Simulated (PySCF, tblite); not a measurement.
# C₂₀H₂₂O₄S: electronic excitations, NMR shifts, part 2 of 2

tblite 0.8.0 and PySCF 2.14.0. Atoms count from 0. Earlier steps stand in the parts before.

### 5 NMR shifts: GIAO PBE0/pcSseg-1

What the job is given:

```
{"job": {"kind": "nmr", "basis": "pcSseg-1", "pop": false, "xc": "PBE0"}, "charge": 0, "multiplicity": 1}
O      0.078136    -1.050633    -0.781616
C     -0.940039    -0.394821    -0.828663
C     -2.044649    -0.725172    -1.751062
C     -1.848432    -1.797038    -2.625486
C     -2.832407    -2.170690    -3.518810
C     -4.031545    -1.476950    -3.552687
C     -4.238996    -0.413951    -2.687270
C     -3.256803    -0.036066    -1.790427
C     -1.133340     0.788417     0.116599
O      0.106074     1.112927     0.724414
S      1.265920     1.660236    -0.280281
O      1.726957     2.897378     0.271184
O      0.712646     1.699086    -1.604599
C      2.599157     0.439513    -0.132998
C      3.771248     1.001867    -0.915957
C      5.023295     0.152751    -0.695077
C      5.348228     0.067332     0.793430
C      4.170667    -0.535567     1.553579
C      2.911481     0.304995     1.341950
C     -2.119814     0.453252     1.211458
C     -3.069634     1.383014     1.613864
C     -3.952623     1.079603     2.635668
C     -3.892555    -0.153469     3.262667
C     -2.942489    -1.080748     2.869181
C     -2.057557    -0.779472     1.848739
H     -0.906978    -2.323902    -2.585568
H     -2.667076    -3.000883    -4.189468
H     -4.803206    -1.762629    -4.252517
H     -5.173939     0.125833    -2.715168
H     -3.442641     0.789232    -1.122659
H     -1.465883     1.657165    -0.463879
H      2.211245    -0.477938    -0.567457
H      3.949682     2.022984    -0.571222
H      3.513728     1.046008    -1.975382
H      4.855106    -0.852388    -1.087798
H      5.860900     0.592257    -1.238998
H      5.554204     1.068294     1.177788
H      6.241243    -0.542531     0.945225
H      3.991120    -1.551369     1.194593
H      4.398156    -0.589476     2.619494
H      3.056761     1.309548     1.744940
H      2.059592    -0.142627     1.855140
H     -3.111538     2.349136     1.131857
H     -4.688328     1.808057     2.943200
H     -4.582737    -0.389516     4.059017
H     -2.891042    -2.043058     3.356549
H     -1.311148    -1.498251     1.545972
```

Level: GIAO PBE0/pcSseg-1 NMR shielding, non-relativistic, gas phase.

What it wrote:

```text
start: PBE on a coarse grid of 38832 points
cycle   1  E = -1471.9427465897  dE =  4.482e+00  |g| = 1.731e+00  |ddm| = 7.179e+00
cycle   2  E = -1469.5183978449  dE =  2.424e+00  |g| = 3.892e+00  |ddm| = 6.227e+00
cycle   3  E = -1472.3961922005  dE = -2.878e+00  |g| = 7.816e-01  |ddm| = 5.319e+00
cycle   4  E = -1472.5179812595  dE = -1.218e-01  |g| = 3.021e-01  |ddm| = 1.157e+00
cycle   5  E = -1472.5304965937  dE = -1.252e-02  |g| = 1.627e-01  |ddm| = 4.184e-01
cycle   6  E = -1472.5358468299  dE = -5.350e-03  |g| = 5.664e-02  |ddm| = 1.990e-01
cycle   7  E = -1472.5365062282  dE = -6.594e-04  |g| = 1.799e-02  |ddm| = 7.044e-02
cycle   8  E = -1472.5365636101  dE = -5.738e-05  |g| = 6.066e-03  |ddm| = 2.254e-02
final grid: 352719 points
cycle   9  E = -1472.8936865191  dE = -1.540e-02  |g| = 9.854e-02  |ddm| = 7.080e-01
cycle  10  E = -1472.8900696800  dE =  3.617e-03  |g| = 1.706e-01  |ddm| = 2.441e-01
cycle  11  E = -1472.8956060898  dE = -5.536e-03  |g| = 2.366e-02  |ddm| = 1.814e-01
cycle  12  E = -1472.8957050514  dE = -9.896e-05  |g| = 8.617e-03  |ddm| = 3.020e-02
cycle  13  E = -1472.8957170742  dE = -1.202e-05  |g| = 2.388e-03  |ddm| = 1.033e-02
cycle  14  E = -1472.8957198297  dE = -2.755e-06  |g| = 7.400e-04  |ddm| = 3.358e-03
cycle  15  E = -1472.8957185162  dE =  1.313e-06  |g| = 3.045e-04  |ddm| = 9.885e-04
cycle  16  E = -1472.8957175992  dE =  9.170e-07  |g| = 4.857e-05  |ddm| = 3.505e-04
converged SCF energy = -1472.8957175992

GIAO shielding tensors (ppm)
atom      isotropic    diamagn.    paramagn.     s11        s22        s33       span
  0 O     -251.248     411.508    -662.756   -779.593   -352.847    378.698   1158.291
  1 C      -17.522     257.699    -275.221   -103.307    -43.055     93.794    197.101
  2 C       49.667     266.336    -216.669    -41.412     24.348    166.066    207.478
  3 C       49.467     245.277    -195.810    -59.515     22.111    185.806    245.321
  4 C       52.640     254.966    -202.326    -57.638     37.558    177.999    235.638
  5 C       47.102     254.891    -207.789    -64.463     28.377    177.391    241.854
  6 C       54.171     253.086    -198.915    -55.887     39.878    178.523    234.411
  7 C       50.197     253.484    -203.287    -48.074     20.334    178.331    226.405
  8 C      102.402     252.895    -150.493     85.810     99.668    121.728     35.919
  9 O      141.716     412.084    -270.368     19.945     97.437    307.766    287.820
 10 S      156.513    1057.652    -901.139     31.180    159.979    278.380    247.200
 11 O      122.112     399.864    -277.753     85.002    115.357    165.975     80.973
 12 O      123.688     408.584    -284.896     98.627    104.934    167.502     68.876
 13 C      116.606     256.992    -140.385     91.269     95.961    162.590     71.321
 14 C      159.578     248.354     -88.776    153.486    160.948    164.301     10.815
 15 C      158.579     247.094     -88.516    154.457    158.378    162.901      8.444
 16 C      157.920     249.256     -91.335    154.712    156.494    162.556      7.844
 17 C      158.575     246.989     -88.414    154.191    158.180    163.354      9.163
 18 C      158.840     251.307     -92.467    153.242    159.148    164.131     10.889
 19 C       46.170     264.747    -218.577    -56.824     22.195    173.139    229.963
 20 C       49.794     250.572    -200.778    -55.208     39.723    164.867    220.075
 21 C       51.578     255.524    -203.946    -58.983     36.199    177.518    236.500
 22 C       51.289     255.326    -204.037    -59.194     33.781    179.279    238.472
 23 C       51.968     254.522    -202.554    -58.948     36.240    178.612    237.560
 24 C       50.901     252.071    -201.170    -58.541     32.104    179.141    237.682
 25 H       22.866      35.256     -12.390     17.850     22.147     28.602     10.751
 26 H       23.913      28.729      -4.816     20.096     24.455     27.186      7.090
 27 H       23.990      26.041      -2.051     20.529     24.760     26.682      6.153
 28 H       24.280      28.833      -4.553     20.214     24.177     28.449      8.236
 29 H       23.832      36.828     -12.996     17.896     22.632     30.967     13.071
 30 H       24.958      41.208     -16.249     21.150     23.193     30.533      9.383
 31 H       26.991      40.036     -13.046     21.792     26.842     32.338     10.546
 32 H       29.964      32.301      -2.337     24.812     31.087     33.992      9.180
 33 H       29.546      31.556      -2.010     23.660     30.230     34.748     11.088
 34 H       30.381      29.404       0.977     26.329     28.465     36.348     10.018
 35 H       29.788      25.860       3.929     24.473     27.405     37.487     13.014
 36 H       30.517      28.128       2.390     27.411     27.740     36.401      8.991
 37 H       29.992      24.854       5.138     24.938     27.259     37.778     12.840
 38 H       30.329      31.750      -1.421     25.957     29.001     36.030     10.073
 39 H       29.801      29.476       0.325     24.339     28.034     37.028     12.689
 40 H       30.000      35.886      -5.886     25.527     30.839     33.634      8.107
 41 H       29.175      37.375      -8.200     22.627     29.616     35.281     12.653
 42 H       23.668      34.923     -11.255     20.564     21.336     29.103      8.539
 43 H       23.844      28.272      -4.428     20.399     24.158     26.976      6.577
 44 H       24.005      27.376      -3.371     20.571     25.167     26.278      5.707
 45 H       24.100      31.268      -7.168     20.260     24.149     27.889      7.629
 46 H       24.096      37.086     -12.990     19.682     22.019     30.588     10.906
```

It took 83 s on 2 threads of Intel Xeon 6975P-C, shared host; peak memory 2 GiB.

Shifts follow as δ = σ(reference) − σ, with reference shieldings (ppm) from runs at the same level and on the same kind of geometry: $^{1}$H TMS 31.72, $^{13}$C TMS 186.9, $^{17}$O H2O 336.1, $^{33}$S CS2 504. The references are single molecules in the gas phase, so shifts against H2O, NH3, PH3, H3PO4 or CFCl3 are not on the usual liquid scales and can be off by tens of ppm. Atoms listed in one row are averaged.

```csv
atoms,environment,σ (ppm),δ (ppm),δ scaled to CDCl3
C1,ketone carbonyl carbon,-17.5,204.4,197.6
C19,substituted aromatic carbon,46.2,140.8,135.5
C5,aromatic CH,47.1,139.8,134.6
C2,substituted aromatic carbon,49.7,137.3,132.0
"C3, C7",aromatic CH,49.8,137.1,131.9
"C20, C24",aromatic CH,50.3,136.6,131.4
C22,aromatic CH,51.3,135.6,130.5
"C21, C23",aromatic CH,51.8,135.2,130.0
"C4, C6",aromatic CH,53.4,133.5,128.4
C8,"sp3 CH bonded to O, α to a carbonyl",102.4,84.5,80.6
C13,sp3 CH bonded to S,116.6,70.3,62.3
C16,sp3 CH2 in a ring,157.9,29.0,26.4
C17,sp3 CH2 in a ring,158.6,28.4,25.8
C15,sp3 CH2 in a ring,158.6,28.3,25.8
C18,sp3 CH2 in a ring,158.8,28.1,25.5
C14,sp3 CH2 in a ring,159.6,27.3,24.8
"H25, H29",hydrogen on an aromatic CH,23.35,8.37,7.99
"H42, H46",hydrogen on an aromatic CH,23.88,7.84,7.49
"H43, H45",hydrogen on an aromatic CH,23.97,7.74,7.41
H27,hydrogen on an aromatic CH,23.99,7.73,7.39
H44,hydrogen on an aromatic CH,24.01,7.71,7.38
"H26, H28",hydrogen on an aromatic CH,24.10,7.62,7.29
H30,"hydrogen on an sp3 CH bonded to O, α to a carbonyl",24.96,6.76,6.48
H31,hydrogen on an sp3 CH bonded to S,26.99,4.73,4.56
H41,hydrogen on an sp3 CH2 in a ring,29.17,2.54,2.50
H33,hydrogen on an sp3 CH2 in a ring,29.55,2.17,2.15
H35,hydrogen on an sp3 CH2 in a ring,29.79,1.93,1.92
H39,hydrogen on an sp3 CH2 in a ring,29.80,1.92,1.91
H32,hydrogen on an sp3 CH2 in a ring,29.96,1.75,1.76
H37,hydrogen on an sp3 CH2 in a ring,29.99,1.73,1.73
H40,hydrogen on an sp3 CH2 in a ring,30.00,1.72,1.72
H38,hydrogen on an sp3 CH2 in a ring,30.33,1.39,1.41
H34,hydrogen on an sp3 CH2 in a ring,30.38,1.34,1.37
H36,hydrogen on an sp3 CH2 in a ring,30.52,1.20,1.24
O0,ketone oxygen,-251.2,587.3,–
O11,S=O oxygen,122.1,214.0,–
O12,S=O oxygen,123.7,212.4,–
O9,"oxygen bonded to C, S",141.7,194.4,–
S10,sulfonyl sulfur,157,347,–
```

The scaled column applies a straight-line fit of computed shieldings to shifts measured in CDCl3, with any fitted terms for Cl, Br or S neighbours (root-mean-square error 0.16 ppm for H, 1.9 ppm for C).

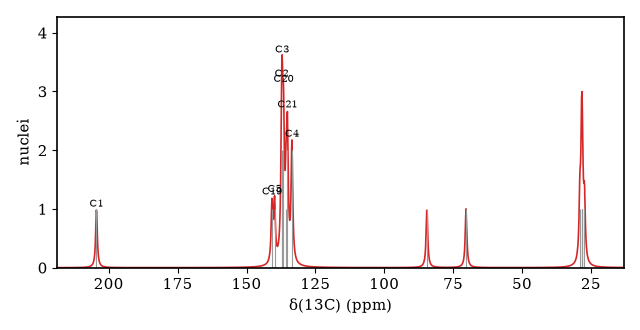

$^{13}$C lines at the computed shifts, without couplings. Lines are broadened to a width of 0.71 ppm (Lorentzian).

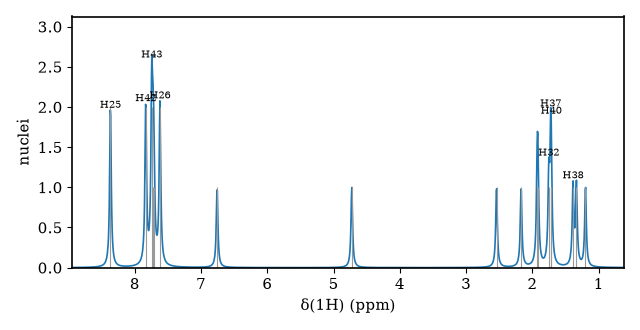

$^{1}$H lines at the computed shifts, without couplings. Lines are broadened to a width of 0.03 ppm (Lorentzian).

Ring of atoms C2, C3, C4, C5, C6, C7: NICS(0) -8.4, NICS(1) -11.4, NICS(1)zz -27.1 ppm (means of both faces).

Ring of atoms C13, C14, C15, C16, C17, C18: NICS(0) -3.0, NICS(1) -2.6, NICS(1)zz 2.9 ppm (means of both faces).

Ring of atoms C19, C20, C21, C22, C23, C24: NICS(0) -8.5, NICS(1) -11.3, NICS(1)zz -28.9 ppm (means of both faces).

### 6 Results

This closing draws on all 2 parts.

| quantity | value |
| --- | --- |
| strongest single infrared mode (GFN2-xTB) | 1263 cm⁻¹, 436 km/mol |
| zero-point energy (GFN2-xTB) | 235.1 kcal/mol |
| lowest singlet (B3LYP/def2-SVP) | 3.86 eV (321 nm), f = 0.004 |
| brightest single state of those computed | state 7, 5.40 eV, f = 0.242 |
| lowest triplet | 3.42 eV |
| vertical electron affinity (ΔSCF) | 0.35 eV |
| $^{13}$C shifts against TMS (PBE0/pcSseg-1, means over atoms taken as alike) | 204.4, 140.8, 139.8, 137.3, 137.1, 136.6, 135.6, 135.2, 133.5, 84.5, 70.3, 29.0, 28.4, 28.3 ppm and more |
| $^{1}$H shifts against TMS (PBE0/pcSseg-1, means over atoms taken as alike) | 8.37, 7.84, 7.74, 7.73, 7.71, 7.62, 6.76, 4.73, 2.54, 2.17, 1.93, 1.92, 1.75, 1.73 ppm and more |
| $^{17}$O shifts against H2O (PBE0/pcSseg-1) | 587.3, 214.0, 212.4, 194.4 ppm |
| $^{33}$S shifts against CS2 (PBE0/pcSseg-1) | 347 ppm |

The lowest mode is slightly imaginary (12i cm⁻¹), a soft motion within the noise of the Hessian, so the minimum is not strictly shown. The strongest single mode, at 1263 cm⁻¹, is spread over several atoms, S10, O11, O12 among them. GFN2-xTB is a fitted tight-binding method: band positions and strengths are rough. Its intensities can rank the bands wrongly. The lowest singlet, at 3.86 eV, is HOMO→LUMO 0.64, HOMO−2→LUMO 0.17 and is weak; of the 8 states computed, the strongest absorption comes from state 7 at 5.40 eV. The lowest triplet lies 0.44 eV below the lowest singlet. C1 (ketone carbonyl carbon) lies farthest downfield among carbon, at 204.4 ppm; the double bond to the heteroatom, with no lone-pair donor beside it, deshields it most. At PBE0/pcSseg-1: Shielding is most anisotropic at O0 (span 1158 ppm, paramagnetic term -663 ppm). NICS(1)zz of -27 ppm above the planar ring from C2 marks a diatropic (aromatic) ring current. NICS(1)zz of -29 ppm above the planar ring from C19 marks a diatropic (aromatic) ring current.
